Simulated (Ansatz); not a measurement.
```json
{"atom": "Si", "x (Å)": "-0.3834", "y (Å)": "1.2593", "z (Å)": "0.3497"}
{"atom": "O", "x (Å)": "0.1027", "y (Å)": "-0.4279", "z (Å)": "-0.6539"}
{"atom": "Si", "x (Å)": "-0.6310", "y (Å)": "-1.8862", "z (Å)": "-0.8652"}
{"atom": "F", "x (Å)": "-0.4730", "y (Å)": "2.6411", "z (Å)": "1.1944"}
{"atom": "F", "x (Å)": "-1.3147", "y (Å)": "0.3644", "z (Å)": "1.2879"}
{"atom": "H", "x (Å)": "-0.8621", "y (Å)": "1.7631", "z (Å)": "-0.9423"}
{"atom": "H", "x (Å)": "1.0925", "y (Å)": "-0.0888", "z (Å)": "-0.0787"}
{"atom": "N", "x (Å)": "1.3915", "y (Å)": "0.9331", "z (Å)": "0.6439"}
{"atom": "H", "x (Å)": "-2.0489", "y (Å)": "-1.6617", "z (Å)": "-1.2430"}
{"atom": "H", "x (Å)": "0.0613", "y (Å)": "-2.6273", "z (Å)": "-1.9523"}
{"atom": "H", "x (Å)": "-0.5741", "y (Å)": "-2.7048", "z (Å)": "0.3757"}
{"atom": "H", "x (Å)": "1.6173", "y (Å)": "0.8080", "z (Å)": "1.6241"}
{"atom": "H", "x (Å)": "2.0218", "y (Å)": "1.6274", "z (Å)": "0.2598"}
```

A transition-state structure; geometry: PBE0-D4/def2-TZVP.

Method: Ansatz 0.2.0, RKS PBE0-D4/def2-TZVPP.

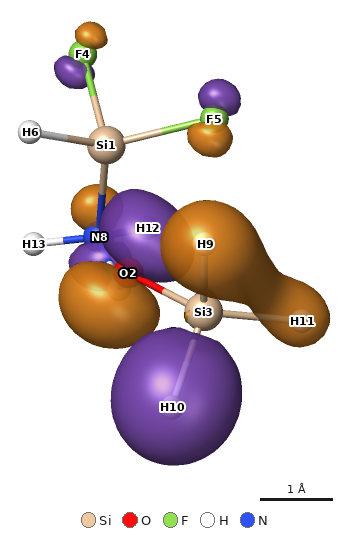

F2H7NOSi2. The HOMO−1 at ±0.15 Å⁻³ᐟ² (orange and purple are the two phases), seen at an oblique angle.

> Where does this orbital lie, and at what energy?

Its weight (Hirshfeld) is mainly on O2 (about 30 %), Si3 (about 25 %), H10 (about 20 %) and H9 (about 10 %). Its energy is −8.84 eV.
